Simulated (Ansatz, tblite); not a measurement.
# (ClInS)4 cubane (In4S4Cl4): which spin state is lowest

Is the singlet the ground state of (ClInS)4 cubane (In4S4Cl4)? Other spin states are computed and compared level by level.

Program: Ansatz 0.2.0, Gaussian basis. Level of theory: as each input shows. These are calculated values, not measurements.

The runs, in order: triplet, at the geometry of the singlet (GFN1-xTB, GFN2-xTB, PBE0-D4/def2-TZVP, PBE-D4/def2-TZVP, r2SCAN-D4/def2-TZVP); the singlet's energies come from earlier runs.

1 further run of the same task is left out (it didn't finish). Runs told in other sessions of the task aren't counted.

### Step 1. The relaxed structure

The geometry is that of the singlet, from an earlier relaxation (r2SCAN-D4/def2-SVP).

12 atoms, charge 0, spin multiplicity 1.

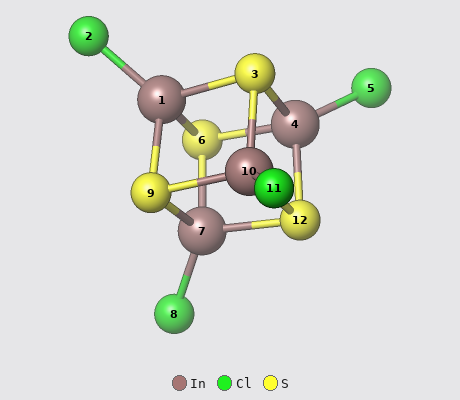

The structure; indium brown, chlorine green, sulfur yellow; atoms are numbered from 1 in the order of the file.

In takes a core potential in the def2 sets. No spin-orbit coupling is included.

### Step 2. Triplet at the fixed geometry, GFN1-xTB

Tight binding, by tblite at 300 K electronic temperature and without a spin-polarisation term:

```python
tblite.interface.Calculator('GFN1-xTB', numbers, positions, charge=0, uhf=2).singlepoint()
```

Energy -1042.4248 eV; 0.055 s.

### Step 3. Triplet at the fixed geometry, GFN2-xTB

Tight binding, by tblite at 300 K electronic temperature and without a spin-polarisation term:

```python
tblite.interface.Calculator('GFN2-xTB', numbers, positions, charge=0, uhf=2).singlepoint()
```

Energy -992.8410 eV; 0.095 s.

### Step 4. Triplet at the fixed geometry, PBE0-D4/def2-TZVP

The input, in.yaml:

```yaml
crystal:
  periodic: [false, false, false]
  atoms:
    - {symbol: In, position_ang: [0.562202, 1.865529, -0.759540]}
    - {symbol: Cl, position_ang: [1.189603, 3.944905, -1.610449]}
    - {symbol: S, position_ang: [1.907258, 0.751049, 1.114792]}
    - {symbol: In, position_ang: [1.557095, -1.366592, -0.284926]}
    - {symbol: Cl, position_ang: [3.295913, -2.889609, -0.598630]}
    - {symbol: S, position_ang: [0.457253, -0.194399, -2.280177]}
    - {symbol: In, position_ang: [-1.709704, -0.672519, -0.999030]}
    - {symbol: Cl, position_ang: [-3.617800, -1.420178, -2.113293]}
    - {symbol: S, position_ang: [-1.737114, 1.525168, 0.318279]}
    - {symbol: In, position_ang: [-0.409792, 0.173342, 2.043447]}
    - {symbol: Cl, position_ang: [-0.867385, 0.365242, 4.322765]}
    - {symbol: S, position_ang: [-0.627529, -2.081937, 0.846761]}
basis:
  gaussian: {orbitals: def2-TZVP, fitting: {mean_field: def2-universal-jkfit}}
magnetization: {spin_polarized: true, initial_magnetization: 2}
hamiltonian: {xc: pbe0, dispersion: d4}
scf: {omitted_lower_state_checks: [starts]}
output: {orbitals: {seedname: orbitals}}
```

Command:

```console
> ansatz run in.yaml --threads 2 --pin off --events-out ev --progress --plain --max-ram 32768MiB --backend cuda --devices 0, --max-vram 18GiB
```

Output:

```text
Functional definition: PBE0
  name "PBE0"
  cite "Adamo & Barone, J. Chem. Phys. 110, 6158 (1999) doi:10.1063/1.478522"
  cite "Perdew, Burke & Ernzerhof, Phys. Rev. Lett. 77, 3865 (1996) doi:10.1103/PhysRevLett.77.3865"
  parent pbe
  parameter a = 0.25
  parameter kappa = 0.804
  parameter beta = 0.06672455060314922
  exchange = (1 - a)*pbe_x(kappa = kappa, mu = beta*pi^2/3) + a*exact_x
  correlation = pbe_c(beta = beta)
these checks for a lower state are left out or cut short: starts
1896 factors; integrals over basis functions are off by at most 4.5e-1 eV
mean field evaluation 1: about -114106.2220 eV, gradient 3.2e1 eV
mean field evaluation 2: about -114102.8343 eV, gradient 4.2e1 eV
mean field evaluation 4: about -114110.9367 eV, gradient 3.5e0 eV
mean field evaluation 8: about -114111.0167 eV, gradient 2.8e-1 eV
mean field evaluation 16: about -114111.0447 eV, gradient 3.1e-1 eV
mean field -114111.04596055 eV, -4193.5035918051 hartree, gradient 3.4e-6 eV, S^2 2.012466; 0 other end points of the search recorded, 0 dependent functions left out
reference -114111.04602979 eV, -4193.5035943499 hartree; 109, 107 occupied and 387, 389 virtual orbitals, 1896 factors
Total energy: -114112.03955874 eV, -4193.5401058652 hartree
Checks for a lower state left out: starts
```

Wall time 8.5 s (1 × H100 (card shared with other runs) with 2 threads of AMD EPYC 7R13, shared host); peak host memory 1.2 GiB.

HOMO -4.52 eV, LUMO -7.42 eV (over both spins; with the spin held, an empty level of the minority spin lies below the top filled one); ⟨S²⟩ 2.012 (pure: 2.00).

### Step 5. Triplet at the fixed geometry, PBE-D4/def2-TZVP

start.molden holds the orbitals of an earlier run on this state, given as this run's starting guess.

in.yaml: that of step 4 with these lines changed.

```diff
@@ -16,5 +16,5 @@
 basis:
-  gaussian: {orbitals: def2-TZVP, fitting: {mean_field: def2-universal-jkfit}}
+  gaussian: {orbitals: def2-TZVP, fitting: {mean_field: def2-universal-jkfit}, initial_orbitals: start.molden}
 magnetization: {spin_polarized: true, initial_magnetization: 2}
-hamiltonian: {xc: pbe0, dispersion: d4}
+hamiltonian: {xc: pbe, dispersion: d4}
 scf: {omitted_lower_state_checks: [starts]}
```

The command is unchanged.

Output:

```text
Functional definition: PBE
  name "PBE"
  cite "Perdew, Burke & Ernzerhof, Phys. Rev. Lett. 77, 3865 (1996) doi:10.1103/PhysRevLett.77.3865"
  parent pbe
  parameter kappa = 0.804
  parameter beta = 0.06672455060314922
  exchange = pbe_x(kappa = kappa, mu = beta*pi^2/3)
  correlation = pbe_c(beta = beta)
these checks for a lower state are left out or cut short: starts
1896 factors; integrals over basis functions are off by at most 4.5e-1 eV
mean field evaluation 1: about -114103.7761 eV, gradient 1.6e1 eV
mean field evaluation 2: about -114104.2064 eV, gradient 7.2e-1 eV
mean field evaluation 4: about -114104.2724 eV, gradient 4.5e-2 eV
mean field evaluation 8: about -114104.2440 eV, gradient 2.6e0 eV
mean field evaluation 16: about -114104.3010 eV, gradient 1.8e-4 eV
mean field -114104.30100161 eV, -4193.2557191362 hartree, gradient 2.5e-6 eV, S^2 2.003179; 0 other end points of the search recorded, 0 dependent functions left out
reference -114104.30109437 eV, -4193.2557225450 hartree; 109, 107 occupied and 387, 389 virtual orbitals, 1896 factors
Total energy: -114105.40768006 eV, -4193.2963888189 hartree
Checks for a lower state left out: starts
```

Run time: 8 s. Hardware: 1 × H100 (card shared with other runs) with 2 threads of AMD EPYC 7R13, shared host; peak host memory 1.1 GiB.

From the report: HOMO -4.11 eV, LUMO -7.61 eV (over both spins; with the spin held, an empty level of the minority spin lies below the top filled one); ⟨S²⟩ 2.003 (pure: 2.00).

### Step 6. Triplet at the fixed geometry, r2SCAN-D4/def2-TZVP

in.yaml: that of step 5 with these lines changed.

```diff
@@ -18,3 +18,3 @@
 magnetization: {spin_polarized: true, initial_magnetization: 2}
-hamiltonian: {xc: pbe, dispersion: d4}
+hamiltonian: {xc: r2scan, dispersion: d4}
 scf: {omitted_lower_state_checks: [starts]}
```

The command is unchanged.

Output, shortened:

```text
Functional definition: r2SCAN
  name "r2SCAN"
  cite "Furness, Kaplan, Ning, Perdew & Sun, J. Phys. Chem. Lett. 11, 8208 (2020) doi:10.1021/acs.jpclett.0c02405"
  cite "Furness, Kaplan, Ning, Perdew & Sun, J. Phys. Chem. Lett. 11, 9248 (2020) doi:10.1021/acs.jpclett.0c03077"
  parent r2scan
[...]
1896 factors; integrals over basis functions are off by at most 4.5e-1 eV
[...]
mean field -114144.77025756 eV, -4194.7429368613 hartree, gradient 2.3e-6 eV, S^2 2.007061; 0 other end points of the search recorded, 0 dependent functions left out
reference -114144.77029428 eV, -4194.7429382107 hartree; 109, 107 occupied and 387, 389 virtual orbitals, 1896 factors
Total energy: -114145.04156211 eV, -4194.7529071193 hartree
Checks for a lower state left out: starts
```

It took 13 s on 1 × H100 (card shared with other runs) with 2 threads of AMD EPYC 7R13, shared host; peak host memory 1.3 GiB.

From the report: HOMO -4.07 eV, LUMO -7.86 eV (over both spins; with the spin held, an empty level of the minority spin lies below the top filled one); ⟨S²⟩ 2.007 (pure: 2.00).

### Step 7. Triplet less singlet, vertical

The singlet's energies are those of its earlier runs, whose logs aren't repeated here.

```tsv
level	triplet less singlet, vertical (eV)	time
GFN1-xTB	+3.397	0.1 s
GFN2-xTB	+2.831	0.14 s
PBE-D4/def2-TZVP	+3.555	14 s
r2SCAN-D4/def2-TZVP	+3.934	19 s
PBE0-D4/def2-TZVP	+4.237	14 s
```

Times add the two runs; a level without a time comes out of a correlated run. Tight binding without a spin term can't rank spin states.

### Step 8. Summary of results

| quantity | value |
| --- | --- |
| triplet less singlet, vertical, functionals in def2-TZVP | +3.555 (PBE-D4) to +4.237 eV (PBE0-D4) |

In words: All functionals put the triplet above the singlet, over a spread of 0.681 eV. The checks for a lower triplet were left out, so another state of that spin may lie lower. These are electronic energies, without zero-point motion, entropy or surroundings.
